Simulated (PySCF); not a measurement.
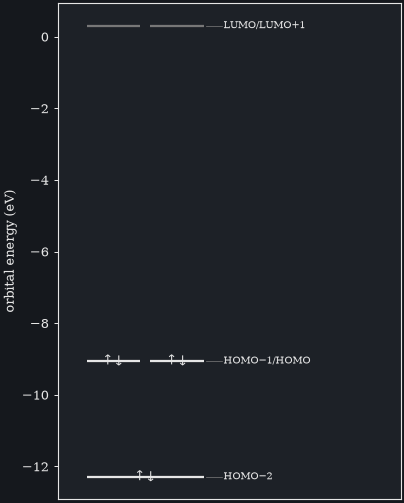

Kohn-Sham orbital energies near the frontier, CAM-B3LYP/def2-SVPD in PySCF, at a GFN2-xTB geometry (no frequency check), isolated molecule; empty levels in grey, levels within 0.03 eV side by side.

Which molecule has this level scheme?
A. C₄H₁₁PSi, SMILES CC[C@@H]1CP1[SiH3]
B. C₄H₆OSi, SMILES [SiH3]c1ccco1
C. C₆H₉N₂⁺, SMILES Cc1c[n+](C)ccn1
D. C₆H₃F₃ (1,2,3-trifluorobenzene (F-1,3)), SMILES Fc1cccc(F)c1F

Answer. Option D. HOMO −9.05 eV, LUMO 0.31 eV, separation 9.36 eV.

Caveats: the tight-binding geometry is rougher than a DFT one and adds to the error; empty levels above zero depend strongly on the basis.
